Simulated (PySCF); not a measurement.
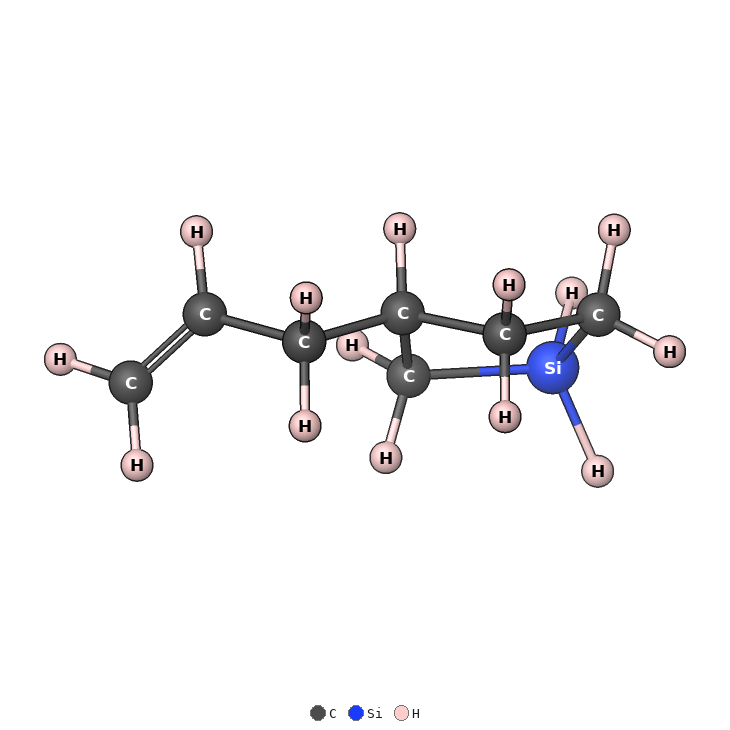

The geometry was computed by an optimisation with GFN2-xTB. No frequency run is at hand to confirm it as a minimum. Properties computed with PBE0/pcSseg-1, gas phase (PySCF 2.14.0).

**What is the HOMO energy (Kohn–Sham orbital)?**

−7.37 eV.

**What is the dipole moment?**

0.48 D.

**Estimate the HOMO–LUMO gap.**

7.87 eV.

The geometry is semi-empirical. Around Si such bond lengths and angles can be off by a tenth of an ångström or more and by several degrees, and values that hang on the shape move with them.
